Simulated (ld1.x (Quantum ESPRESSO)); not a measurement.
# Pseudopotential generation for F: RRKJ, PBEsol

Task: generate the file, and judge it by its errors in other configurations, its logarithmic derivatives, its ghosts and its cutoff.

The numbers are computed with ld1.x (Quantum ESPRESSO) 7.5 (PBEsol, scalar-relativistic, spin-unpolarised reference atom).

### 1 The atom and the settings

Typed settings, in words:

| Item | Value |
| --- | --- |
| element | fluorine (F, Z = 9) |
| type | norm-conserving RRKJ (Kleinman–Bylander form) |
| frozen core | [He] |
| valence charge | 7 |
| reference configuration | 2s2 2p4.75 (charge +0.25) |
| partial waves | 2s (bound): rc 0.60 bohr; 3d channel at 0.2 Ry: rc 0.80 bohr; 2p (bound): rc 0.90 bohr |
| local potential | the p channel |
| core correction | not asked for |

An earlier all-electron run gives the scale for the radii.

All-electron outer shells of the reference configuration (PBEsol, scalar-relativistic, ld1.x):

```
shell  level (eV)  outermost node (bohr)  outermost maximum (bohr)
   1s     -665.80                      –                      0.11
   2s      -33.75                   0.24                      0.76
   2p      -14.98                      –                      0.70
```

### 2 Generation

F.in reads:

```
 &input
   title='F', zed=9., rel=1, dft='PBESOL', iswitch=3,
   config='[He] 2s2 2p4.75 3d-2',
   nld=3, rlderiv=1.00, eminld=-4.0, emaxld=5.0, deld=0.02
 /
 &inputp
   pseudotype=2, tm=.false., rho0=0.01, lloc=1,
   nlcc=.false.,
   file_pseudopw='F.UPF', file_wfcaegen='ae.wfc', file_wfcncgen='nc.wfc', file_beta='beta', file_chi='chi'
 /
3
2S  1  0   2.00   0.00  0.60  0.60  0.0
3D  3  2  -2.00   0.20  0.80  0.80  0.0
2P  2  1   4.75   0.00  0.90  0.90  0.0
 &test
   configts(1)='2s2 2p4.75'
 /
```

Launch:

```bash
$ ld1.x < F.in > F.out
```

The output, F.out (without the banner and most projector matrices):

```text
     Program LD1 v.7.5
     --------------------------- All-electron run ----------------------------

     F
     scalar relativistic calculation

     atomic number is  9.00
     dft =PBESOL   lsd =0 sic =0 latt =0  beta=0.20 tr2=1.0E-14
     Exchange-correlation= PBESOL
                           (   1   4  10   8   0   0   0)
     mesh =1105 r(mesh) =  99.76081 a.u. xmin = -7.00 dx = 0.01250
     1 Ry =  13.60569312 eV, c = 137.03599908

     n l     nl                  e(Ry)          e(Ha)          e(eV)
     1 0     1S 1( 2.00)       -48.9354       -24.4677      -665.8005
     2 0     2S 1( 2.00)        -2.4806        -1.2403       -33.7506
     2 1     2P 1( 4.75)        -1.1009        -0.5505       -14.9790

     final scf error:  7.4E-15 reached in  21 iterations

     Etot =    -198.657486 Ry,     -99.328743 Ha,   -2702.872792 eV

     Ekin =     198.429689 Ry,      99.214844 Ha,    2699.773454 eV
     Encl =    -473.977513 Ry,    -236.988757 Ha,   -6448.792591 eV
     Eh   =      96.470602 Ry,      48.235301 Ha,    1312.549402 eV
     Exc  =     -19.580264 Ry,      -9.790132 Ha,    -266.403057 eV

     normalization and overlap integrals

     s(1S/1S) =  1.000000  <r> =   0.1767  <r2> =    0.0421  r(max) =   0.1139
     s(2S/2S) =  1.000000  <r> =   0.9958  <r2> =    1.2056  r(max) =   0.7617
     s(2P/2P) =  1.000000  <r> =   1.0694  <r2> =    1.5121  r(max) =   0.6979

     ------------------------ End of All-electron run ------------------------

     --------------------- Generating NC pseudopotential ---------------------

      Generating local pot.: lloc=1, matching radius rcloc =   0.9000

      Wfc   2S  rcut= 0.593  Estimated cut-off energy=      118.73 Ry
      Using 4 Bessel functions for this wfc, rho(0) = 0.010
      This function has    0 nodes for 0 < r <    0.593

      Wfc   3D  rcut= 0.801  Estimated cut-off energy=      344.53 Ry
      This function has    0 nodes for 0 < r <    0.801

     ------------------- End of pseudopotential generation -------------------

     [... the all-electron block is printed once more ...]


     Computing logarithmic derivative in   0.99655
     Computing logarithmic derivative in   0.99655
     Computing the partial wave expansion
     R is outside the sphere for l=    0 j= 0.00
       no projector for channel:   1
     R is outside the sphere for l=    2 j= 0.00

     ---------------------- Testing the pseudopotential ----------------------

     F
     scalar relativistic calculation

     atomic number is  9.00   valence charge is  7.00
     dft =PBESOL   lsd =0 sic =0 latt =0  beta=0.20 tr2=1.0E-14
     mesh =1105 r(mesh) =  99.76081 xmin = -7.00 dx = 0.01250

     n l     nl             e AE (Ry)        e PS (Ry)    De AE-PS (Ry)
     1 0     2S   1( 2.00)       -2.48062       -2.48066        0.00004
     2 1     2P   1( 4.75)       -1.10094       -1.10096        0.00002

     eps = 9.8E-15  iter =116

     Etot =    -198.657486 Ry,     -99.328743 Ha,   -2702.872792 eV
     Etotps =   -47.794466 Ry,     -23.897233 Ha,    -650.276833 eV

     Ekin =      35.861564 Ry,      17.930782 Ha,     487.921429 eV
     Encl =    -119.538600 Ry,     -59.769300 Ha,   -1626.405514 eV
     Ehrt =      40.222784 Ry,      20.111392 Ha,     547.258852 eV
     Ecxc =      -8.597258 Ry,      -4.298629 Ha,    -116.971660 eV
     Epseu=       4.257046 Ry,       2.128523 Ha,      57.920059 eV

     ---------------------- End of pseudopotential test ----------------------
```

Run time: 2 s. Hardware: 1 thread, shared host. (Generation and the later configuration tests together.)

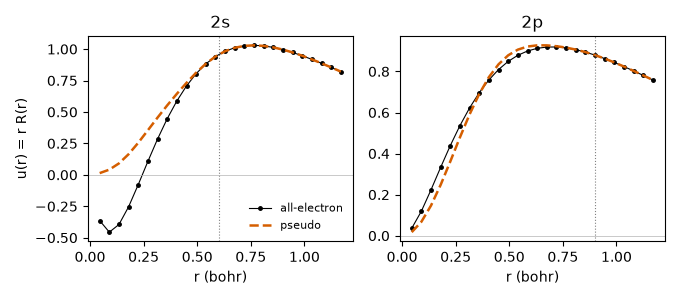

Bound waves of the atom and their pseudo partners (2s, 2p), with the matching radii dotted. The curves join 26 sampled radii.

### 3 Transferability test

F.test.in reads:

```
 &input
   title='F', zed=9., rel=1, dft='PBESOL', iswitch=2,
   config='[He] 2s2 2p4.75 3d-2'
 /
 &test
   file_pseudo='F.UPF', nconf=8,
   configts(1)='2s2 2p4.75',
   configts(2)='2s2 2p5',
   configts(3)='2s2 2p4',
   configts(4)='2s2 2p3',
   configts(5)='2s2 2p1',
   configts(6)='2s1 2p6',
   configts(7)='2s2 2p4.5',
   configts(8)='2s2 2p5.3'
 /
```

Launch:

```bash
$ ld1.x < F.test.in > F.test.out
```

F.test.out, the pseudopotential blocks, each with the warnings that came before it:

```text
     Warning: convergence not achieved
     ---------------------- Testing the pseudopotential ----------------------

     F
     scalar relativistic calculation

     atomic number is  9.00   valence charge is  7.00
     dft =PBESOL   lsd =0 sic =0 latt =0  beta=0.20 tr2=1.0E-14
     mesh =1105 r(mesh) =  99.76081 xmin = -7.00 dx = 0.01250

     n l     nl             e AE (Ry)        e PS (Ry)    De AE-PS (Ry)
     1 0     2S   1( 2.00)       -2.48062       -2.48066        0.00004
     2 1     2P   1( 4.75)       -1.10094       -1.10096        0.00002

     eps = 2.5E-14  iter =201

     Etot =    -198.657486 Ry,     -99.328743 Ha,   -2702.872792 eV
     Etotps =   -47.794466 Ry,     -23.897233 Ha,    -650.276833 eV

     Ekin =      35.861564 Ry,      17.930782 Ha,     487.921429 eV
     Encl =    -119.538600 Ry,     -59.769300 Ha,   -1626.405514 eV
     Ehrt =      40.222784 Ry,      20.111392 Ha,     547.258852 eV
     Ecxc =      -8.597258 Ry,      -4.298629 Ha,    -116.971660 eV
     Epseu=       4.257046 Ry,       2.128523 Ha,      57.920059 eV

     ---------------------- End of pseudopotential test ----------------------

     Warning: convergence not achieved
     ---------------------- Testing the pseudopotential ----------------------

     F
     [...]
     n l     nl             e AE (Ry)        e PS (Ry)    De AE-PS (Ry)
     1 0     2S   1( 2.00)       -2.18441       -2.18426       -0.00014
     2 1     2P   1( 5.00)       -0.81228       -0.81222       -0.00006

     eps = 2.8E-13  iter =201

     Etot =    -198.896219 Ry,     -99.448109 Ha,   -2706.120914 eV
     Etotps =   -48.033213 Ry,     -24.016607 Ha,    -653.525162 eV
     dEtot_ae =      -0.238733 Ry
     dEtot_ps =      -0.238748 Ry,   Delta E=       0.000015 Ry

     [...]
     ---------------------- End of pseudopotential test ----------------------

     Warning: convergence not achieved
     ---------------------- Testing the pseudopotential ----------------------

     F
     [...]
     n l     nl             e AE (Ry)        e PS (Ry)    De AE-PS (Ry)
     1 0     2S   1( 2.00)       -3.46782       -3.46853        0.00070
     2 1     2P   1( 4.00)       -2.07413       -2.07425        0.00012

     eps = 2.3E-14  iter =201

     Etot =    -197.476466 Ry,     -98.738233 Ha,   -2686.804198 eV
     Etotps =   -46.613292 Ry,     -23.306646 Ha,    -634.206148 eV
     dEtot_ae =       1.181020 Ry
     dEtot_ps =       1.181174 Ry,   Delta E=      -0.000154 Ry

     [...]
     ---------------------- End of pseudopotential test ----------------------

     ---------------------- Testing the pseudopotential ----------------------

     F
     [...]
     n l     nl             e AE (Ry)        e PS (Ry)    De AE-PS (Ry)
     1 0     2S   1( 2.00)       -4.97983       -4.98075        0.00092
     2 1     2P   1( 3.00)       -3.59242       -3.59072       -0.00170

     eps = 9.4E-15  iter = 98

     Etot =    -194.663071 Ry,     -97.331535 Ha,   -2648.526005 eV
     Etotps =   -43.800243 Ry,     -21.900121 Ha,    -595.932662 eV
     dEtot_ae =       3.994415 Ry
     dEtot_ps =       3.994223 Ry,   Delta E=       0.000192 Ry

     [...]
     ---------------------- End of pseudopotential test ----------------------

     ---------------------- Testing the pseudopotential ----------------------

     F
     [...]
     n l     nl             e AE (Ry)        e PS (Ry)    De AE-PS (Ry)
     1 0     2S   1( 2.00)       -8.55411       -8.54021       -0.01390  !
     2 1     2P   1( 1.00)       -7.27887       -7.24532       -0.03354  !

     eps = 9.8E-15  iter = 31

     Etot =    -183.926283 Ry,     -91.963141 Ha,   -2502.444558 eV
     Etotps =   -33.088140 Ry,     -16.544070 Ha,    -450.187082 eV
     dEtot_ae =      14.731203 Ry
     dEtot_ps =      14.706325 Ry,   Delta E=       0.024878 Ry

     [...]
     ---------------------- End of pseudopotential test ----------------------

     Warning: convergence not achieved
     ---------------------- Testing the pseudopotential ----------------------

     F
     [...]
     n l     nl             e AE (Ry)        e PS (Ry)    De AE-PS (Ry)
     1 0     2S   1( 1.00)       -2.22012       -2.21895       -0.00117
     2 1     2P   1( 6.00)       -0.84401       -0.84419        0.00018

     eps = 6.4E+02  iter =201

     Etot =    -197.522087 Ry,     -98.761043 Ha,   -2687.424895 eV
     Etotps =   -46.659797 Ry,     -23.329899 Ha,    -634.838885 eV
     dEtot_ae =       1.135399 Ry
     dEtot_ps =       1.134668 Ry,   Delta E=       0.000731 Ry

     [...]
     ---------------------- End of pseudopotential test ----------------------

     Warning: convergence not achieved
     ---------------------- Testing the pseudopotential ----------------------

     F
     [...]
     n l     nl             e AE (Ry)        e PS (Ry)    De AE-PS (Ry)
     1 0     2S   1( 2.00)       -2.79410       -2.79435        0.00025
     2 1     2P   1( 4.50)       -1.40819       -1.40829        0.00010

     eps = 3.6E-14  iter =201

     Etot =    -198.344238 Ry,     -99.172119 Ha,   -2698.610838 eV
     Etotps =   -47.481181 Ry,     -23.740591 Ha,    -646.014384 eV
     dEtot_ae =       0.313248 Ry
     dEtot_ps =       0.313284 Ry,   Delta E=      -0.000036 Ry

     [...]
     ---------------------- End of pseudopotential test ----------------------

     Warning: convergence not achieved
     ---------------------- Testing the pseudopotential ----------------------

     F
     [...]
     n l     nl             e AE (Ry)        e PS (Ry)    De AE-PS (Ry)
     1 0     2S   1( 2.00)       -1.85443       -1.85413       -0.00030
     2 1     2P   1( 5.30)       -0.49277       -0.49264       -0.00013

     eps = 1.3E-13  iter =201

     Etot =    -199.091187 Ry,     -99.545594 Ha,   -2708.773594 eV
     Etotps =   -48.228171 Ry,     -24.114085 Ha,    -656.177692 eV
     dEtot_ae =      -0.433701 Ry
     dEtot_ps =      -0.433705 Ry,   Delta E=       0.000004 Ry

     [...]
     ---------------------- End of pseudopotential test ----------------------
```

1 test gave no usable energy difference (2s1 2p6).

Excitation and ionisation energies from 2s2 2p4.75, with the error of the potential. A star marks tests that logged a warning.

| valence configuration | charge | ΔE all-electron (eV) | error AE − PS (meV) |
| --- | --- | --- | --- |
| 2s2 2p5 * | 0 | -3.248 | +0.2 |
| 2s2 2p4 * | +1 | 16.069 | -2.1 |
| 2s2 2p3 | +2 | 54.347 | +2.6 |
| 2s2 2p1 | +4 | 200.428 | +338 |
| 2s2 2p4.5 * | +0.5 | 4.262 | -0.5 |
| 2s2 2p5.3 * | -0.3 | -5.901 | +0.1 |

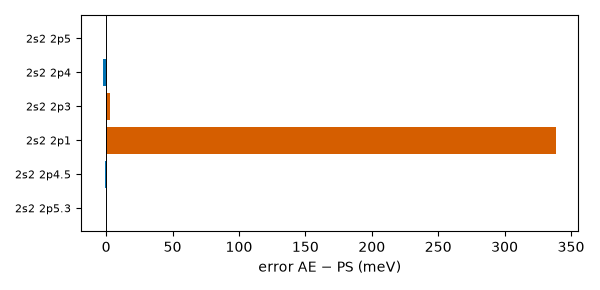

Error of the potential in each test configuration.

### 4 Logarithmic derivatives

Taken from the files of the generation run. The phase is arctan(r·u′/u) with u = r·R, unwrapped, with energies in Ry. A pole is an energy at which the radial function vanishes at the test radius. The pseudo phase is shifted by a multiple of π to meet the all-electron one at the reference energy. Levels narrower than the energy grid can be missing from the poles. The last column is the largest difference on the grid between −1 and +1 Ry.

```tsv
channel	radius (bohr)	reference (Ry)	poles AE	poles PS	window around the reference with phases within 0.05 rad (Ry)	largest difference near zero (rad)
s	1.00	-2.48	4.99	4.97	the whole range	0.000
p	1.00	-1.10	4.21	4.36	the whole range	0.003
d	1.00	0.20	none	none	the whole range	0.000
```

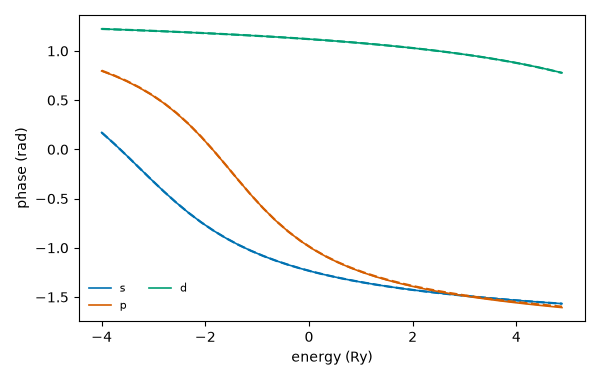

All-electron (solid) and pseudo (dashed) phases against energy.

### 5 Plane-wave convergence, by spherical Bessel functions

A separate test, outside the generator: the pseudo-atom's Hamiltonian at the reference potential is diagonalised in spherical Bessel functions j_l(qr) that vanish at 20 bohr, with q² up to the cutoff.

All-electron valence levels (Ry): 2s -2.4806, 2p -1.1009. The lowest levels of each channel (Ry) by cutoff; the last column sums, over occupied levels, occupation times the distance from the level at 400 Ry. A positive value at high cutoff is not a bound level.

```tsv
cutoff (Ry)	s #1	d #1	p #1	f #1	Σ f·Δε (mRy)
8	-2.0949	0.0383	-0.1594	0.0830	5242.5
25	-2.1732	0.0383	-0.4939	0.0830	3497.1
50	-2.3284	0.0383	-0.8390	0.0830	1547.4
100	-2.4377	0.0383	-1.0809	0.0830	180.1
180	-2.4628	0.0383	-1.1005	0.0830	36.6
300	-2.4757	0.0383	-1.1010	0.0830	8.8
400	-2.4800	0.0383	-1.1010	0.0830	0.0
```

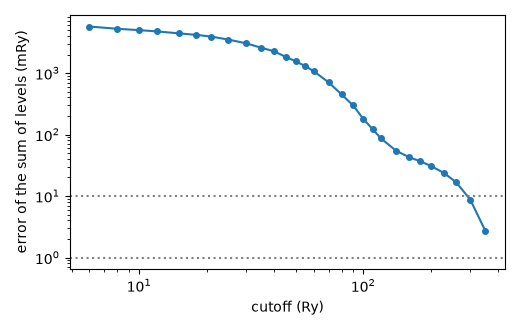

Occupation-weighted error of the valence levels against the cutoff; the dotted lines mark 10 and 1 mRy.

The sum stays within 10 mRy from 300 Ry and within 1 mRy only somewhere over 300 Ry. The sum leaves out empty levels, which can need more. Ghost test: no level below the all-electron spectrum of its channel (s, d, p, f tested).

### 6 What came out

| quantity | value |
| --- | --- |
| cutoffs for 10 and 1 mRy, occupied levels | 300 Ry and over 300 Ry |
| bound ghosts | none found |
| largest test error (AE − PS) | +338 meV, for 2s2 2p1 (1 test unsolved) |
| largest phase difference near zero energy, channels read | 0.003 rad |

The worst unpolarised test, 2s2 2p1, is off by 338 meV on 200.4 eV; by total energies transferability rates as fair for so large an energy. That test lies far up in energy; among those under 40 eV, nearer to bonding, the largest error is 2.1 meV. Of the tests 1 gave no usable energy difference, which is a warning in itself. By its cutoff, 300 Ry for the looser tolerance, it is very hard. The tighter tolerance needs over 300 Ry, and converged work needs a cutoff nearer that. The slowest occupied level is 2s: taken alone it needs over 300 Ry to come within 1 mRy, against 160 Ry for 2p. The Bessel-basis test finds no level below the valence levels. Near zero energy the phases of the channels with partial waves agree within 0.003 rad.
